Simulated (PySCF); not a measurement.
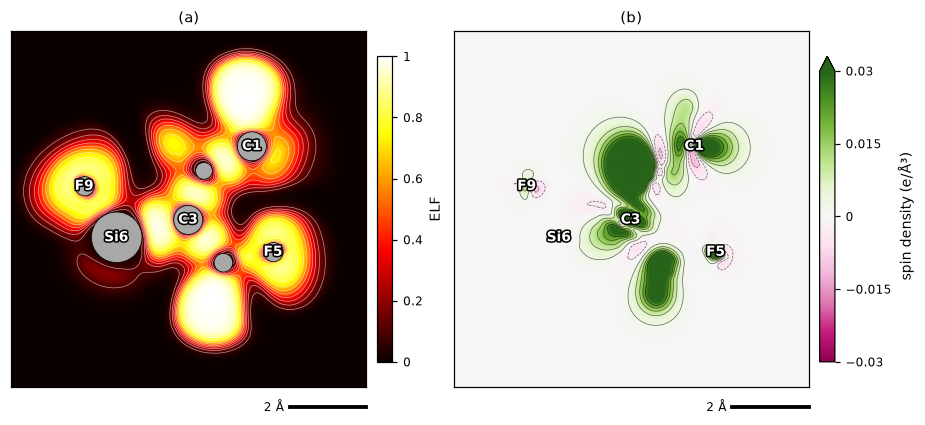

*C4H6F4Si (SMILES C[CH+][C](CF)[Si](F)(F)F) (charge +1, doublet). (a) electron localisation function; (b) spin density on the plane of atoms C3, Si6 and F9. Grey discs cover the atomic cores in the ELF map.*

Geometry: GFN2-xTB.

Computed with UKS B3LYP, pcH-1 on C F H Si, non-relativistic, mean-field spin-orbit, GIAO in PySCF.

```yaml
atoms:
  - { symbol: C, position_ang: [1.4461, -0.2475, -1.6171] }
  - { symbol: C, position_ang: [0.3424, -0.6866, -0.7793] }
  - { symbol: C, position_ang: [-0.2738, 0.0152, 0.2231] }
  - { symbol: C, position_ang: [-0.2851, 1.4858, 0.3178] }
  - { symbol: F, position_ang: [0.1760, 2.1144, -0.7855] }
  - { symbol: Si, position_ang: [-1.2103, -0.8973, 1.6207] }
  - { symbol: F, position_ang: [-2.7522, -0.7152, 1.4003] }
  - { symbol: F, position_ang: [-0.7925, -0.2138, 2.9691] }
  - { symbol: F, position_ang: [-0.8160, -2.4123, 1.5731] }
  - { symbol: H, position_ang: [2.0127, 0.5907, -1.2187] }
  - { symbol: H, position_ang: [1.0051, 0.0700, -2.5779] }
  - { symbol: H, position_ang: [2.1009, -1.0774, -1.8923] }
  - { symbol: H, position_ang: [-0.0114, -1.6993, -0.9611] }
  - { symbol: H, position_ang: [-1.2919, 1.8826, 0.5321] }
  - { symbol: H, position_ang: [0.3456, 1.7987, 1.1738] }
```

Question: Interpret the plot.

Answer: The plane passes through C, F and Si nuclei. Si–F (1.57 Å): the ELF peaks at about 0.85 in the valence shell of F, 0.6 Å from its nucleus, and is about 0.50 at the midpoint. C–Si (1.91 Å): the ELF peaks at about 1 between the atoms: a shared electron pair. The ELF also peaks beside F5 and F9, away from the bonds: non-bonding electrons, paired or unpaired. The unpaired spin (1 electron) lies mostly on C3 (about 0.4) and C2 (about 0.3), in electrons by Hirshfeld's partition.
